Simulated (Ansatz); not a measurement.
## Electronic structure of C2H4FO (SMILES [CH2]OCF) (doublet) in real space

```xyz
8

C    -0.1766    1.2915   -0.1354
O    -0.7471    0.1115    0.2167
C     0.1055   -0.9711    0.2595
F     0.4826   -1.3427   -1.0080
H     0.7288    1.2710   -0.7296
H    -0.8747    2.1134   -0.1798
H    -0.4474   -1.7968    0.7079
H     1.0210   -0.7341    0.8131
```

Geometry: PBE0-D4/def2-TZVP.

All numbers below come from UKS PBE0-D4/def2-TZVPP (Ansatz).

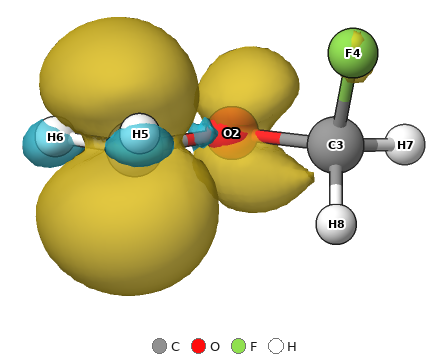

Figure 1. Isosurfaces of the spin density (α minus β) at +0.02 (yellow) and −0.02 e/Å³ (cyan), seen from one side.

Q: Where is the unpaired spin?

A: The unpaired spin (1 electron) lies mostly on C1 (about 0.7) and O2 (about 0.2), in electrons by Hirshfeld's partition.

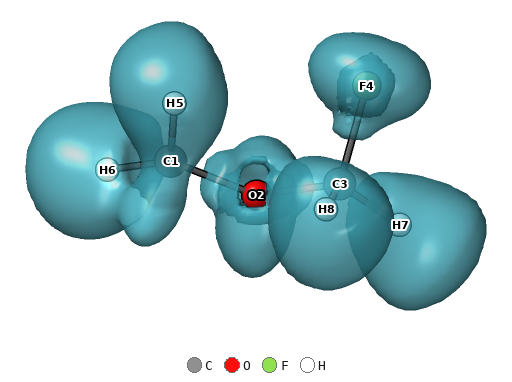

Figure 2. Isosurface of the ELF at 0.75 (cyan), seen at an oblique angle. Core shells and regions of very low density are left out.

Q: Where are the electrons localised?

A: The surface consists of two regions around hydrogen nuclei, one region on F in which the atom's valence shell and bonds are merged, one region on O in which the atom's valence shell and bonds are merged and one joined region spread over several atoms (C, H), in which their bonds and any lone pairs are merged. Profiles from the grid: C–O (1.36 Å): the ELF peaks at about 0.90 between the atoms (a polar covalent bond). C–F (1.37 Å): the ELF peaks at about 0.85 between the atoms: a polar covalent bond.

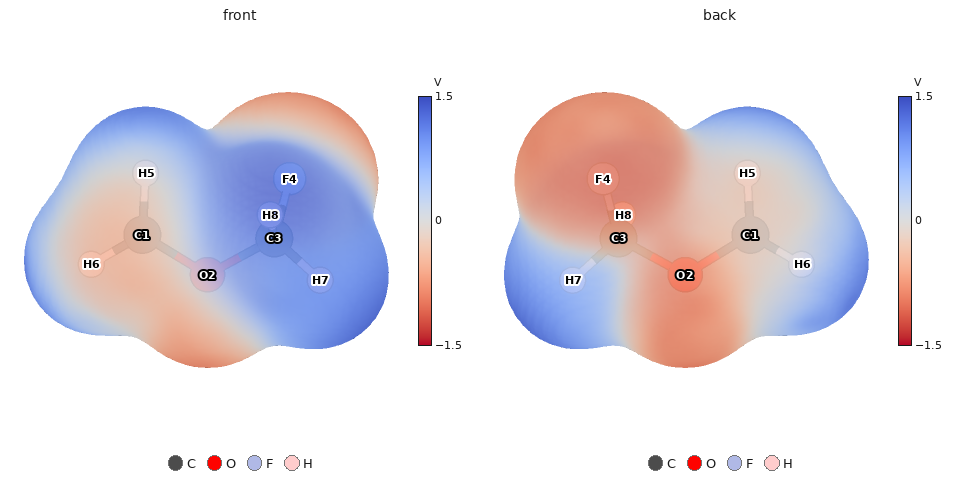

Figure 3. The electrostatic potential painted on the density surface at 0.002 e/bohr³, seen from the front and from behind; the colour scale runs from red (negative) to blue (positive).

Q: Which sites attract a positive test charge, and which a negative one?

A: A positive charge is drawn to the negative regions and a negative charge to the positive ones. The most negative region (about −0.9 V) lies over O2 and F4, the most positive (about +1.2 V) over H7.

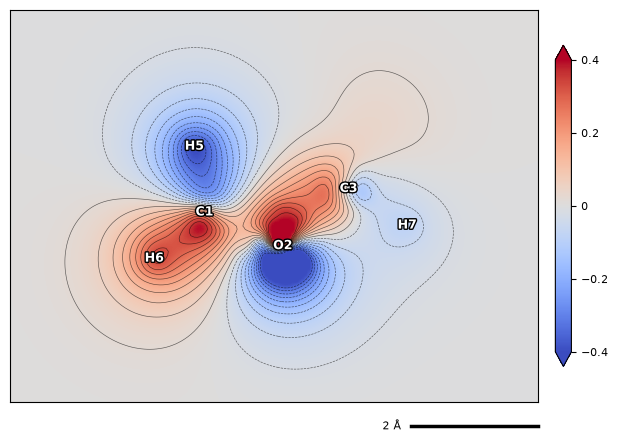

Figure 4. The HOMO−1 (β) on the plane of atoms O2, C3 and H7 (values in Å⁻³ᐟ²; the overall sign is arbitrary).

Q: Where does this orbital lie, and at what energy?

A: By Hirshfeld shares it lies mainly on O2 (about 50 %), C1 (about 15 %), F4 (about 15 %) and C3 (about 5 %). Its energy is −9.99 eV.
